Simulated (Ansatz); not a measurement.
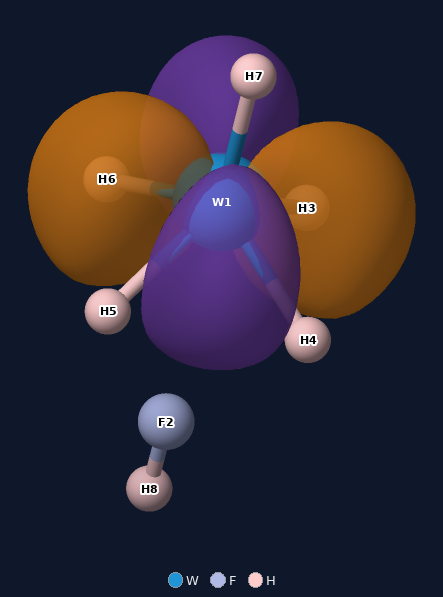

*H5W···HF (doublet). The HOMO (α) at ±0.1 Å⁻³ᐟ² (orange and purple are the two phases), seen at an oblique angle.*

Core potentials replace the inner electrons of W.

Theory: Ansatz 0.2.0, UKS PBE/def2-SVP.

```yaml
atoms:
  - { symbol: W, position_ang: [0.0000, 0.0000, -0.6005] }
  - { symbol: F, position_ang: [0.0000, 0.0000, 2.4499] }
  - { symbol: H, position_ang: [1.4954, 0.0000, 0.2027] }
  - { symbol: H, position_ang: [0.0000, 1.4954, 0.2027] }
  - { symbol: H, position_ang: [-1.4954, 0.0000, 0.2027] }
  - { symbol: H, position_ang: [0.0000, -1.4954, 0.2027] }
  - { symbol: H, position_ang: [0.0000, 0.0000, -2.3385] }
  - { symbol: H, position_ang: [0.0000, 0.0000, 3.3784] }
```

### Describe this orbital and give its energy.

It lies mainly on W1 (about 85 %). Its energy is −4.72 eV.
